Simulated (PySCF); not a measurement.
Ge(H)(F), SMILES [GeH][F] at its PBE0/def2-SVP optimised geometry (Å):

```
3

Ge    -0.8091    -0.8029     0.0000
H     -0.9471     0.8029     0.0000
F      0.9471    -0.8029     0.0000
```

Computed with PBE0/def2-TZVP (PySCF 2.14.0). Cells within 0.4 Å of a nucleus heavier than hydrogen are left out (blank, or x).

Map of the deformation density (molecule minus spherical neutral atoms) (e/bohr³) on the plane z = 0.0 Å:

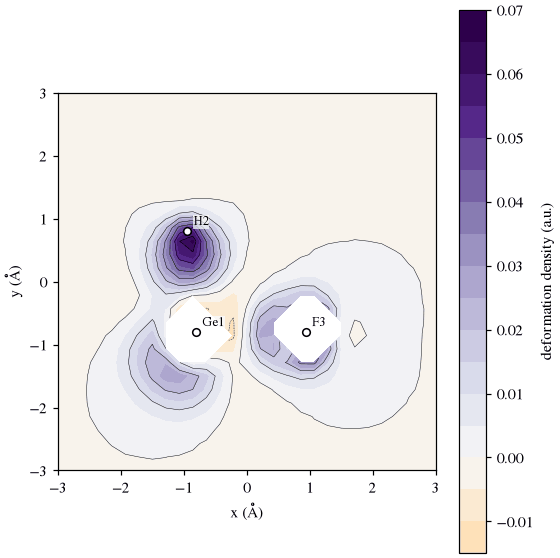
Deformation density (molecule minus spherical neutral atoms) (e/bohr³) on the plane z = 0.0 Å.
